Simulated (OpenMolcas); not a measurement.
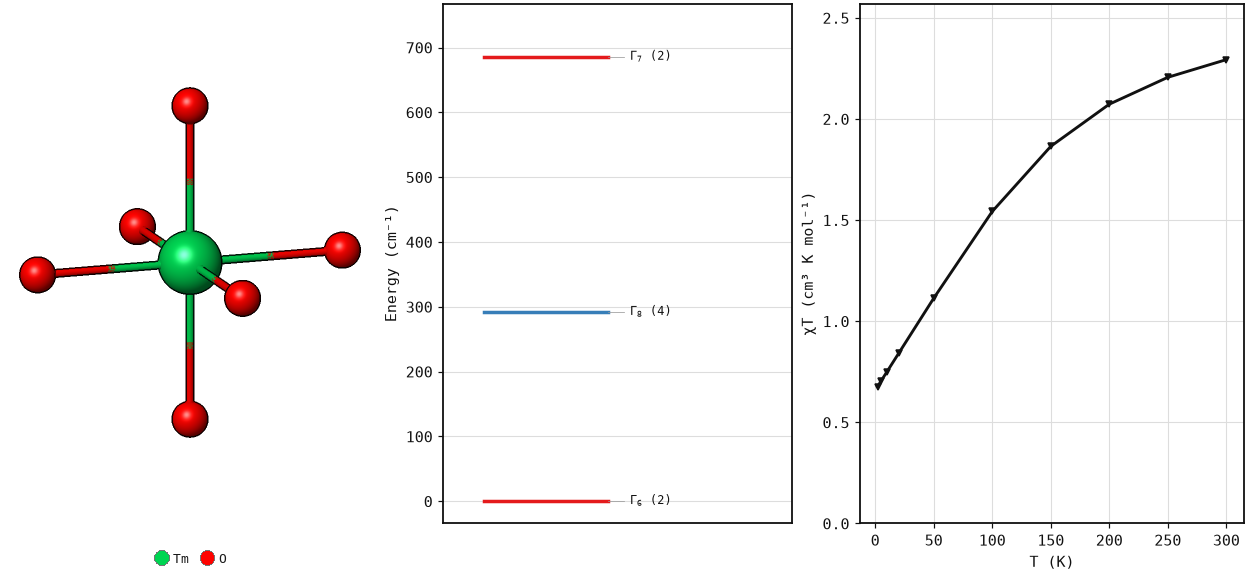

Tm²⁺ (4f¹³) as a dopant in CaO, a cluster with its 6 nearest O²⁻ at 2.302 Å (octahedron) embedded in model potentials and point charges; the geometry was set, not optimised, and its levels and susceptibility. Labels give the representation in O, Td, D4 or D3 as the site allows (double group for half-integer spin) where it could be assigned and, in brackets, the degeneracy; spin-free states, where drawn, share the zero of the spin-orbit levels. The calculation used state-averaged CASSCF, active space 13 electrons in the shell 4f, basis ANO-RCC-VDZP on all atoms, DKH2 scalar Hamiltonian, spin-orbit coupling by RASSI with atomic mean-field integrals (OpenMolcas). Powder susceptibility by Van Vleck's formula.

Q: Give the ground level and the first gap.

A: The ground level is Γ₆, a Kramers doublet, 100 % from states of spin multiplicity 2, effective J = 3.50, with |mJ| = 1/2 the largest share (58 %). Its principal g values are 2.65, 2.65 and 2.65, isotropic. The next level lies at 292 cm⁻¹ (Γ₈). The lowest J multiplet spreads over 685 cm⁻¹. χT is 0.677 cm³ K mol⁻¹ at 2 K and 2.29 at 300 K, an effective moment of 4.28 μB. The active orbitals hold 100 % metal character (Löwdin), and the Mulliken charge of the metal is +1.89.

Caveat: the geometry is set by hand, with no relaxation and no charge compensation.
